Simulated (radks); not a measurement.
**Polarisabilities and dispersion coefficients of Ar, K⁺, Ca²⁺ and others**

Aim: static dipole polarisabilities and C6 coefficients, each species in its NIST ground configuration. After each ground state the linear response is solved; its values go to the run's result record, not to the log. Response by self-consistent Sternheimer equations with the Hartree and adiabatic LDA kernel, the relativistic mass of each level held fixed and spin-orbit coupling left out.

Program: radks (a radial shooting solver on a logarithmic mesh, Libxc functionals) version 1. Level of theory: scalar-relativistic Kohn-Sham, LB94 model potential, spin-polarised, spherical densities, finite nucleus. These are calculated values, not measurements, unless marked.

### 1 The atom as given

```
species : Ar ([Ar]), K⁺ ([Ar]), Ca²⁺ ([Ar]), Sc³⁺ ([Ar]), Ti⁴⁺ ([Ar]), V⁵⁺ ([Ar]), Cr⁶⁺ ([Ar]), Mn⁷⁺ ([Ar]), Fe⁸⁺ ([Ar])
```

LB94 adds a gradient term to the LDA potential that gives it a −1/r tail. It is a model potential with no energy functional, so Etot and Exc are not given.

### 2 Ar, [Ar]

Input:

```text
Z 18
configuration [Ar]
relativity scalar-relativistic
functional lda,pw
model_potential LB94
spin polarised
nucleus finite rms 3.4274 fm
c 137.035999084
response adiabatic LDA kernel
```

### 3 K⁺, [Ar]

Input:

```text
Z 19
configuration [Ar]
relativity scalar-relativistic
functional lda,pw
model_potential LB94
spin polarised
nucleus finite rms 3.4349 fm
c 137.035999084
response adiabatic LDA kernel
```

### 4 Ca²⁺, [Ar]

Input:

```text
Z 20
configuration [Ar]
relativity scalar-relativistic
functional lda,pw
model_potential LB94
spin polarised
nucleus finite rms 3.4776 fm
c 137.035999084
response adiabatic LDA kernel
```

### 5 Sc³⁺, [Ar]

Input:

```text
Z 21
configuration [Ar]
relativity scalar-relativistic
functional lda,pw
model_potential LB94
spin polarised
nucleus finite rms 3.5459 fm
c 137.035999084
response adiabatic LDA kernel
```

### 6 Ti⁴⁺, [Ar]

Input:

```text
Z 22
configuration [Ar]
relativity scalar-relativistic
functional lda,pw
model_potential LB94
spin polarised
nucleus finite rms 3.5921 fm
c 137.035999084
response adiabatic LDA kernel
```

### 7 V⁵⁺, [Ar]

Input:

```text
Z 23
configuration [Ar]
relativity scalar-relativistic
functional lda,pw
model_potential LB94
spin polarised
nucleus finite rms 3.6002 fm
c 137.035999084
response adiabatic LDA kernel
```

### 8 Cr⁶⁺, [Ar]

Input:

```text
Z 24
configuration [Ar]
relativity scalar-relativistic
functional lda,pw
model_potential LB94
spin polarised
nucleus finite rms 3.6452 fm
c 137.035999084
response adiabatic LDA kernel
```

### 9 Mn⁷⁺, [Ar]

Input:

```text
Z 25
configuration [Ar]
relativity scalar-relativistic
functional lda,pw
model_potential LB94
spin polarised
nucleus finite rms 3.7057 fm
c 137.035999084
response adiabatic LDA kernel
```

### 10 Fe⁸⁺, [Ar]

Input:

```text
Z 26
configuration [Ar]
relativity scalar-relativistic
functional lda,pw
model_potential LB94
spin polarised
nucleus finite rms 3.7377 fm
c 137.035999084
response adiabatic LDA kernel
```

Before running it: what results should come out? Wanted: for each run, species; −ε(HOMO); α; α uncoupled; C6; C8; recommended α.

The runs gave:

```csv
species,−ε(HOMO) (eV),α (bohr³),α uncoupled (bohr³),C6 (hartree bohr⁶),C8 (hartree bohr⁸),recommended α (bohr³)
Ar,15.736,11.45,17.38,67.03,1729,11.083
K⁺,31.329,5.741,8.918,24.79,430.8,-
Ca²⁺,50.372,3.392,5.338,11.34,145.4,-
Sc³⁺,72.729,2.204,3.496,5.894,58.66,-
Ti⁴⁺,98.323,1.525,2.432,3.345,26.71,-
V⁵⁺,127.11,1.105,1.766,2.025,13.29,-
Cr⁶⁺,159.05,0.8285,1.327,1.288,7.082,-
Mn⁷⁺,194.13,0.6384,1.023,0.8528,3.985,-
Fe⁸⁺,232.33,0.5029,0.8055,0.5834,2.346,-
```

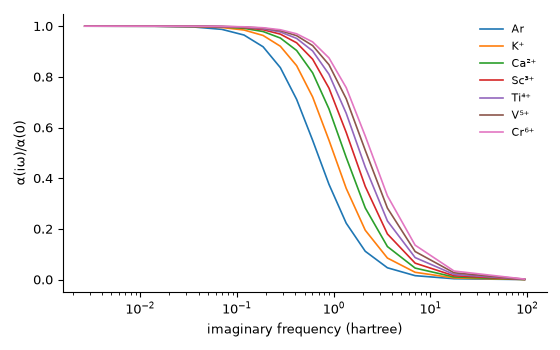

Polarisability at imaginary frequency, each scaled by its static value.

In words: Uncoupled leaves out the potential induced by the response; C6 and C8 are for like pairs. Ar is the most polarisable and Fe⁸⁺ the least, a factor 22.8 apart. For the pair Ar–Fe⁸⁺ the Casimir-Polder integral gives C6 = 4.961, the rule 2·Ca·Cb/(Ca·αb/αa + Cb·αa/αb) on the like-pair values 4.819. Against the recommended values (Schwerdtfeger and Nagle, 2023 table) the misses are Ar +3 %. C8 is given only where no p, d or f shell is open.
